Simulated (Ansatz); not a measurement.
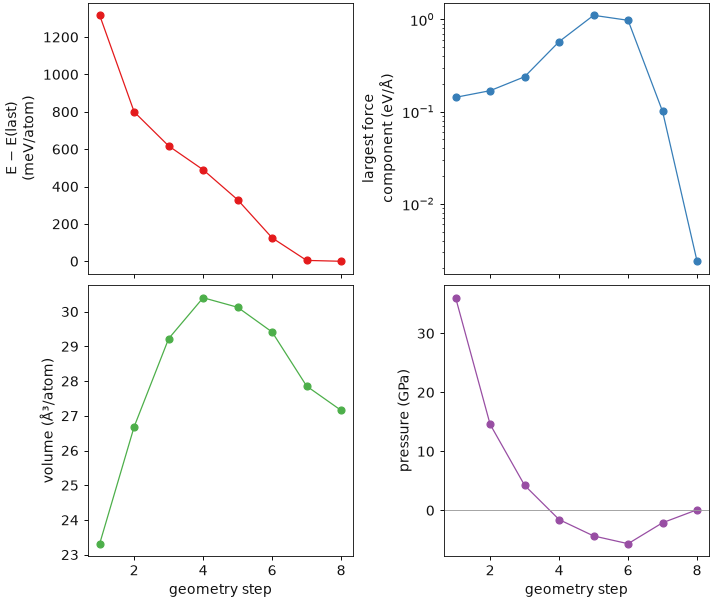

History of a geometry optimisation. Atoms and cell relax. A closing SCF on a freshly chosen basis isn't drawn.

TaSn (P6_3mc, 4 atoms in the cell); DFT r2SCAN, scalar-relativistic, plane waves, PAW in Ansatz 0.2.0; cutoff 500 eV, 6×6×4 k-mesh, Gaussian smearing of 0.1 eV.

Question: How did it end, and what did it gain?

Answer: The optimisation met its thresholds at geometry 8, counting the start as the first. The energy fell by about 1300 meV/atom from the first step to the last. The largest force component goes from about 0.14 eV/Å at the start to 2.4 × 10⁻³ eV/Å at the end, with a peak of 1.1 eV/Å at step 5.

Question: What happens to the cell?

Answer: The volume grows from 23.3 to 27.2 Å³ per atom (+16 %), overshooting to 30.4 at step 4, as the pressure goes from 36 GPa to 0.1 GPa. The start was compressed.
